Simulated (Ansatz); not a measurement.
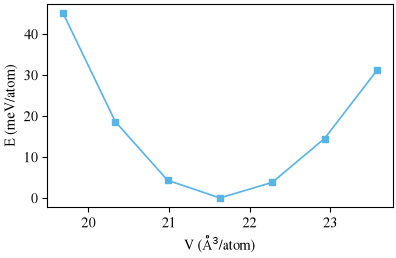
Figure: SrAg5 in space group P6/mmm (No. 191; Ag on 3g, Sr on 1a, Ag on 2c) under volume change, r²SCAN (plane waves, PAW; program Ansatz), shape and atoms relaxed at each volume.

Q: What does a third-order Birch–Murnaghan fit give for V₀, B₀ and B′?

A: V₀ = 21.63 Å³/atom, B₀ = 68.2 GPa, B′ = 5.2.

The workflow started from an entry of the Crystallography Open Database (COD). Its standing as an ambient phase is unchecked. The r²SCAN relaxation kept the symmetry of its start; its stability against distortions is not shown here. The run is not spin-polarised.

Potentials: the later of the program's two PAW sets.
